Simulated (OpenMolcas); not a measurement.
Single-point calculation of NH$_{3}$ (charge +2)

- system: NH$_{3}$, charge +2
- method: NEVPT2/pcseg-0 (OpenMolcas 26.06)

The geometry is that of the parent species in another charge or spin state. The geometry comes from this level: GFN2-xTB.

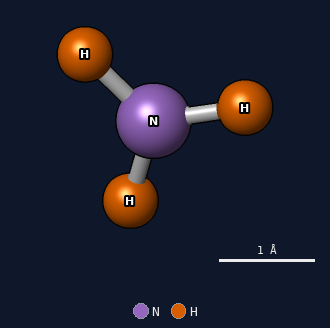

The input geometry (ball-and-stick view, seen at a tilt). Bond lengths as drawn: H–N 1.03 Å.

Key numbers:

- outcome: converged
- total energy: −54.938268 hartree
- basis functions: 15
- hardware: 1 thread of Intel Xeon (Granite Rapids), 64 GiB of memory available, shared host
- wall time: 1 s
- peak memory: 0.37 GiB

Input file:
```
* H3N NEVPT2
>>> EXPORT MOLCAS_PRINT=2
&gateway
baslib=$CurrDir
coord=struct.xyz
basis=pcseg-0
group=NoSym
&seward
&rasscf
fileorb=$CurrDir/step2.RasOrb
spin=1
nactel=2 0 0
inactive=3
ras2=2
orblisting=Nothing
orbappear=Compact
&caspt2
sc-nevpt2
frozen=1
```

File struct.xyz:
```
4

N      0.000140    -0.000820    -0.000330
H      0.510700    -0.238750     0.859300
H     -0.995460    -0.239520    -0.089810
H      0.484620     0.479080    -0.769160
```

Launch command:
```bash
export MOLCAS_MEM=1860
pymolcas step4.inp > step4.log
```

What the program printed:
```
--- Start Module: gateway ---

                                              &GATEWAY

                       available to each process: 1.9 GB of memory, 1 thread

 Basis Set     1 Label: N.PCSEG-0
 Basis set is read from library:.
 basistype.tbl is not found

 Basis Set     2 Label: H.PCSEG-0
 Basis set is read from library:.
 basistype.tbl is not found

++    Symmetry information:
      ---------------------

                    Character Table for C1

                             E
                    a        1  x, y, xy, Rz, z, xz, Ry, yz, Rx, I
--

++    Basis set information:
      ----------------------

      Basis set label: N.PCSEG-0.........

      Electronic valence basis set:
      ------------------
      Associated Effective Charge   7.000000 au
      Associated Actual Charge      7.000000 au
      Nuclear Model: Point charge

      Shell  nPrim  nBasis  Cartesian Spherical Contaminant
         s       6       3        X
         p       3       2        X

      Basis set label: H.PCSEG-0.........

      Electronic valence basis set:
      ------------------
      Associated Effective Charge   1.000000 au
      Associated Actual Charge      1.000000 au
      Nuclear Model: Point charge

      Shell  nPrim  nBasis  Cartesian Spherical Contaminant
         s       3       2        X
--

++    Molecular structure info:
      -------------------------

                    ************************************************
                    **** Cartesian Coordinates / bohr, angstrom ****
                    ************************************************

     Center  Label                x              y              z                     x              y              z
        1      N1               0.000265      -0.001550      -0.000624              0.000140      -0.000820      -0.000330
        2      H2               0.965083      -0.451172       1.623842              0.510700      -0.238750       0.859300
        3      H3              -1.881147      -0.452627      -0.169716             -0.995460      -0.239520      -0.089810
        4      H4               0.915799       0.905330      -1.453502              0.484620       0.479080      -0.769160

                    ***************************************
                    *    InterNuclear Distances / bohr    *
                    ***************************************

               1 N1            2 H2            3 H3            4 H4
    1 N1       0.000000
    2 H2       1.942144        0.000000
    3 H3       1.942105        3.364205        0.000000
    4 H4       1.942032        3.363416        3.363786        0.000000

                    *******************************************
                    *    InterNuclear Distances / angstrom    *
                    *******************************************

               1 N1            2 H2            3 H3            4 H4
    1 N1       0.000000
    2 H2       1.027738        0.000000
    3 H3       1.027718        1.780261        0.000000
    4 H4       1.027679        1.779843        1.780039        0.000000

                    **************************************
                    *    Valence Bond Angles / degree    *
                    **************************************
                          Atom centers                 Phi
                      2 H2       1 N1       3 H3       120.02
                      2 H2       1 N1       4 H4       119.98
                      3 H3       1 N1       4 H4       120.00
--

            Nuclear Potential Energy             11.70492046 au

--- Stop Module: gateway /rc=_RC_ALL_IS_WELL_ ---

--- Start Module: seward ---

                                              &SEWARD

                       available to each process: 1.9 GB of memory, 1 thread

               SEWARD will generate:
                  Multipole Moment integrals up to order  2
                  Kinetic Energy integrals
                  Nuclear Attraction integrals (point charge)
                  One-Electron Hamiltonian integrals
                  Velocity integrals
                  Orbital angular momentum around (  0.0002  -0.0012  -0.0005 )
                  Velocity quadrupole around (  0.0002  -0.0012  -0.0005 )
                  Two-Electron Repulsion integrals

                   Integrals are discarded if absolute value <: 1.00E-14
                   Integral cutoff threshold is set to       <: 1.00E-16

            Nuclear Potential Energy             11.70492046 au

      Basis set specifications :
      Symmetry species         a
      Basis functions           15

--- Stop Module: seward /rc=_RC_ALL_IS_WELL_ ---

--- Start Module: rasscf ---

                                              &RASSCF

                       available to each process: 1.9 GB of memory, 1 thread

      Header of the ONEINT file:
      --------------------------

      OrdInt status: non-squared

      Cartesian coordinates in angstrom:
      -----------------------------------------------------
      No.  Label        X            Y            Z
      -----------------------------------------------------
       1   N1         0.00014000  -0.00082000  -0.00033000
       2   H2         0.51070000  -0.23875000   0.85930000
       3   H3        -0.99546000  -0.23952000  -0.08981000
       4   H4         0.48462000   0.47908000  -0.76916000
      -----------------------------------------------------
      Nuclear repulsion energy =   11.70492046

++    Wave function specifications:
      -----------------------------

      Number of closed shell electrons           6
      Number of electrons in active shells       2
      Max number of holes in RAS1 space          0
      Max nr of electrons in RAS3 space          0
      Number of inactive orbitals                3
      Number of active orbitals                  2
      Number of secondary orbitals              10
      Spin quantum number                      0.0
      State symmetry                             1
--

++    Orbital specifications:
      -----------------------

      Symmetry species                           1
                                                 a
      Frozen orbitals                            0
      Inactive orbitals                          3
      Active orbitals                            2
      RAS1 orbitals                              0
      RAS2 orbitals                              2
      RAS3 orbitals                              0
      Secondary orbitals                        10
      Deleted orbitals                           0
      Number of basis functions                 15
--

++    CI expansion specifications:
      ----------------------------

      Number of CSFs                             3
      Number of spin combinations                3
      Number of determinants                     4
      Number of root(s) required                 1
      Root chosen for geometry opt.              1
      CI root used                               1

      highest root included in the CI            1
      max. size of the explicit Hamiltonian      3
--

++    Optimization specifications:
      ----------------------------

      RASSCF algorithm: Conventional
      Maximum number of macro iterations       200
      Maximum number of SX iterations          100
      Threshold for RASSCF energy            1.000E-08
      Threshold for max MO rotation          1.000E-01
      Threshold for max BLB element          1.000E-04
      Level shift parameter                  5.000E-01
      Make Quasi-Newton update
--

      The MO-coefficients are taken from the file:
      step2.RasOrb
      Title: RASSCF average (pseudo-natural) orbitals

      Total molecular charge    2.00

      ************************************************************************************************************************
      *                                            Wave function control section                                             *
      ************************************************************************************************************************

                                         RASSCF iterations: Energy and convergence statistics
                                         ----------------------------------------------------

          iter iter root      energy       change     param      element    value   shift minimum  type update hh:mm:ss
 Nr of preliminary CI iterations:   1
        1   1    3    1   -54.87152625    0.00E+00   1.14E-05    2  15 1 -1.03E-06   0.00   0.00    SX    NO    0:00:00
        2   1    3    1   -54.87152625   -3.75E-11   5.88E-06    4  12 1 -4.39E-07   0.00   0.00    SX    NO    0:00:00
        3   1    2    1   -54.87152625   -1.05E-11   3.86E-06    4  13 1  2.98E-07   0.00   0.00    SX    NO    0:00:00
        4   1    2    1   -54.87152625   -3.67E-12   2.53E-06    4  13 1  1.95E-07   0.00   0.00    SX    NO    0:00:00
      Convergence after  4 iterations
        5   1    2    1   -54.87152625   -1.29E-12   2.53E-06    4  13 1  1.27E-07   0.00   0.00    SX    NO    0:00:00

      ************************************************************************************************************************
                                                      Wave function printout:
                       occupation of active orbitals, and spin coupling of open shells (u,d: Spin up or down)
      ************************************************************************************************************************

      Note: transformation to natural orbitals
      has been made, which may change the order of the CSFs.

      printout of CI-coefficients larger than  0.05 for root  1
      energy=     -54.871526
      conf/sym  11     Coeff  Weight
             1  20   0.99640 0.99282
             3  02  -0.08475 0.00718

      Natural orbitals and occupation numbers for root  1
      sym 1:   1.985634   0.014366

      ************************************************************************************************************************
      *                                                    Final results                                                     *
      ************************************************************************************************************************

++    Final optimization conditions:
      ------------------------------

      Average CI energy                             -54.87152625
      RASSCF energy for state  1                    -54.87152625
      Super-CI energy                                -0.00000000
      RASSCF energy change                           -0.00000000
      Max change in MO coefficients              -5.073E-06
      Max non-diagonal density matrix element     2.530E-06
      Maximum BLB matrix element                  1.267E-07
      (orbital pair   4,  13 in symmetry   1)
      Norm of electronic gradient            2.219E-07
--

      Final state energy(ies):
      ------------------------

::    RASSCF root number  1 Total energy:    -54.87152625
      Von Neumann Entropy (Root   1) =  0.06148

      Mulliken population analysis for root number:  1
      -----------------------------------------------

++    Molecular charges:
      ------------------

      Mulliken charges per centre
      ---------------------------

                N1      H2      H3      H4
      Total    6.8582  0.3806  0.3806  0.3806

      N-E      0.1418  0.6194  0.6194  0.6194

      Total electronic charge=    8.000000

      Total            charge=    2.000000
--

      Expectation values of various properties for root number:  1
      -----------------------------------------------------------

++    Molecular properties:
      ---------------------

      Charge (e):
                      =    2.0000
      Dipole Moment (debye):
      Origin of the operator (angstrom)=    0.0001   -0.0006   -0.0003
                   X= -6.7450E-04               Y=  4.4075E-03               Z=  1.8536E-03           Total=  4.8287E-03
      Center of Charge (angstrom)
                     X=   -0.00004350               Y=    0.00030220               Z=    0.00012999
      Quadrupole Moment (debye*angstrom):
      Origin of the operator (angstrom)=    0.0001   -0.0006   -0.0003
                  XX= -1.2713E+00              XY=  6.0325E-01              XZ=  2.6941E-01              YY= -3.2490E+00
                  YZ= -9.5500E-01              ZZ= -1.5292E+00
      In traceless form (debye*angstrom)
                  XX=  1.1179E+00              XY=  9.0487E-01              XZ=  4.0411E-01              YY= -1.8488E+00
                  YZ= -1.4325E+00              ZZ=  7.3094E-01
--

      Average orbitals are written to the RASORB file
      Natural orbitals for root   1 are written to the RASORB.1 file
      Spin density orbitals for root   1 are written to the SPDORB.1 file

--- Stop Module: rasscf /rc=_RC_ALL_IS_WELL_ ---

--- Start Module: caspt2 ---

                                              &CASPT2

                       available to each process: 1.9 GB of memory, 1 thread

 ###############################################################################
 ###    WARNING: User changed nr of frozen orbitals.                         ###
 ###############################################################################

++    Wave function specifications:
      -----------------------------

      Number of closed shell electrons           4
      Number of electrons in active shells       2
      Max number of holes in RAS1 space          0
      Max number of electrons in RAS3 space      0
      Number of inactive orbitals                2
      Number of active orbitals                  2
      Number of secondary orbitals              10
      Spin quantum number                      0.0
      State symmetry                             1
      Number of CSFs                             3
      Number of CASSCF root(s) available         1
      NEVPT2 state passed to geometry opt.       1
      A file JOBMIX will be created
      This is a CASSCF or RASSCF reference function
--

++    Orbital specifications:
      -----------------------

      Symmetry species                           1
                                                 a
      Frozen orbitals                            1
      Inactive orbitals                          2
      Active orbitals                            2
      Secondary orbitals                        10
      Deleted orbitals                           0
      Number of basis functions                 15
--

++    NEVPT2 specifications:
      ----------------------

      Type of calculation                        SS-NEVPT2
      Internal contraction for energies          partially and strongly contracted
                                                 (PC-NEVPT2 and SC-NEVPT2)
      Denominator threshold for SC-NEVPT2        1.00E-09
      Fock operator                              state-specific
      0th-order Hamiltonian                      DYALL
      IPEA shift                                 0.00
      Real shift                                 0.00
      Imaginary shift                            0.00
      The input orbitals will be transformed to quasi-canonical
--

--------------------------------------------------------------------------------
 Estimated memory requirements:
  POLY3 :                   250070
  RHS:                      250835
  SIGMA :                   250880
  PRPCTL:                        0
 Available workspace:    232491408

++ NEVPT2 computation for group   1

********************************************************************************
 Multi-State initialization phase begins for group   1
--------------------------------------------------------------------------------
********************************************************************************
 Compute H0 matrices for state    1
--------------------------------------------------------------------------------
--------------------------------------------------------------------------------
 H0 matrices have been computed.

********************************************************************************
  NEVPT2 EQUATION SOLUTION
--------------------------------------------------------------------------------

  Total nr of NEVPT2 parameters:
   Before reduction:        1166
   After  reduction:         857

 Variance of |WF0>:       0.2482966248
-----------------------------------------------------------------------------------------------------------------------------

  FINAL PC-NEVPT2 RESULT:

      Reference energy:         -54.8715262504
      E2 (Non-variational):      -0.0667419605
      E2 (Variational):          -0.0667419605
      Total energy:             -54.9382682109
      Residual norm:              0.0000000000
      Reference weight:           0.98160

      Contributions to the PC-NEVPT2 correlation energy
      Active & Virtual Only:         -0.0033674072
      One Inactive Excited:          -0.0226112158
      Two Inactive Excited:          -0.0407633375

  FINAL SC-NEVPT2 RESULT:

      Reference energy:         -54.8715262504
      E2 (Non-variational):      -0.0667419562
      E2 (Variational):          -0.0667419562
      Total energy:             -54.9382682066
      Residual norm:              0.0000000000
      Reference weight:           0.98160

      Contributions to the SC-NEVPT2 correlation energy
      Active & Virtual only:         -0.0033674088
      One Inactive Excited:          -0.0226112100
      Two Inactive Excited:          -0.0407633374

   (Skip denominator check etc. with SC-NEVPT2 wavefunction)

   (Skipping property calculation,
    use PROP keyword to activate)
--

  Total SC-NEVPT2 energies:
::    SC-NEVPT2 Root  1     Total energy:    -54.93826821

  A NEW JOBIPH FILE NAMED 'JOBMIX' IS PREPARED.
********************************************************************************
--- Stop Module: caspt2 /rc=_RC_ALL_IS_WELL_ ---

.##################.
.# Happy landing! #.
.##################.

    Timing: Wall=0.87 User=0.59 System=0.26
```
